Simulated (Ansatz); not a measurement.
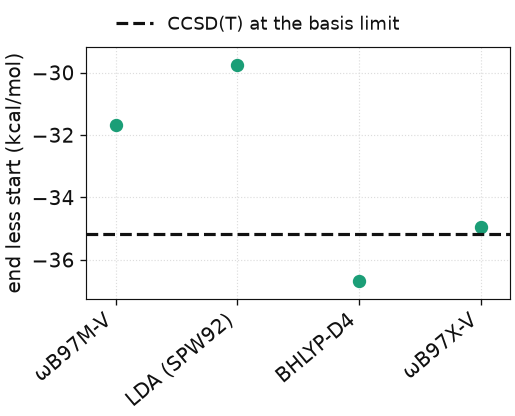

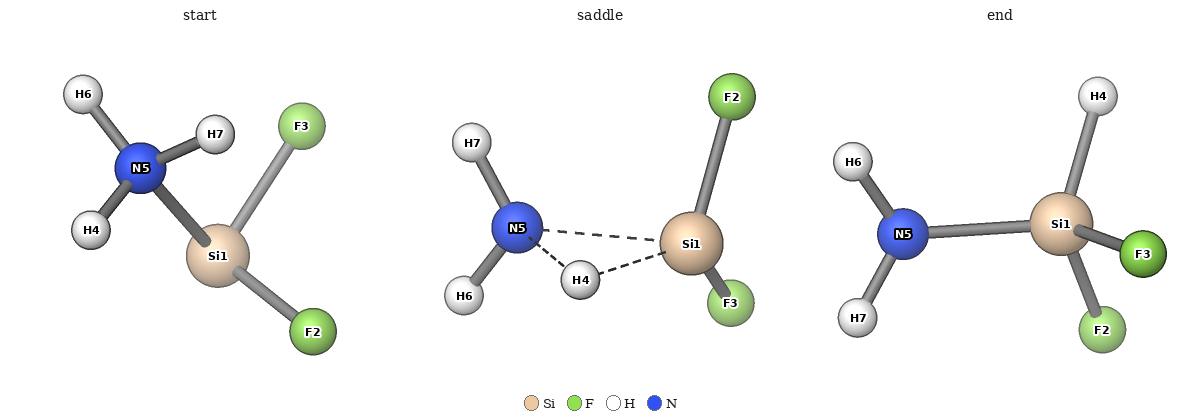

Energy change in one step of SiNH₃F₂ at several levels. In the step Si1–H4 (2.64 → 1.62 → 1.47 Å) forms; H4–N5 (1.01 → 1.40 → 2.60 Å) breaks; Si1–N5 (2.09 → 1.84 → 1.68 Å) shortens (lengths at start, saddle and end; changes of bond order aren't listed). Electronic energies at PBE0-D4/def2-TZVP geometries, energies in def2-TZVPP, the Ansatz code; cores frozen in correlated methods, no zero-point terms. Start and end are the structures at the ends of the path (complexes, where there are several molecules). The line is the MP2 basis limit plus CCSD(T) less MP2 in triple zeta.

Q: Which level comes closest to the line (CCSD(T) at the basis limit), and which misses most?

A: Closest ωB97X-V (−34.9 kcal/mol), against −35.2 kcal/mol; farthest LDA (SPW92) (−29.7 kcal/mol).

Q: What range do the values span, the line included?

A: From −36.7 kcal/mol (BHLYP-D4) to −29.7 kcal/mol (LDA (SPW92)).

Limits of at least one run: restricted reference unstable towards unrestricted.
